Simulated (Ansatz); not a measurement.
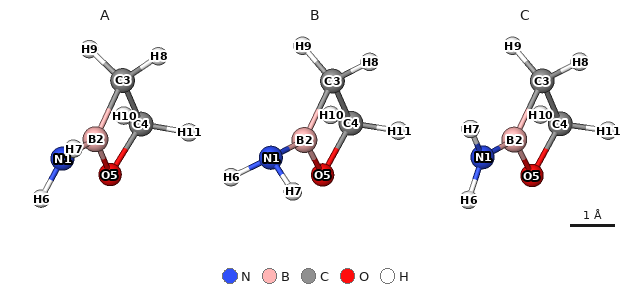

3 geometries from a converged minimum-energy path of C2H6BNO, shuffled. Style: ball-and-stick. Shown from a free direction.

Theory: RKS PBE0-D4/STO-3G in Ansatz 0.2.0. Settings: 9 movable images; climbing image; force threshold 0.05 eV/Å; iteration limit 60; starting path through a guess of the saddle point.

Question: Which frame is the top of the path?

Answer: B. In order along the path, whose images run from 0 to 10: B (image 5, +21.1 kcal/mol), A (image 8, +5.8 kcal/mol), C (image 10, 0.0 kcal/mol). The motion is a rotation about the N1–B2 bond by about 180°. No bond forms or breaks between the ends. Bond angles that change up to the highest image, for instance: B2–N1–H7 123.8° → 110.3°, B2–N1–H6 123.2° → 110.2°.

Limits of the set-up: STO-3G is a minimal basis, so the numbers are rough.
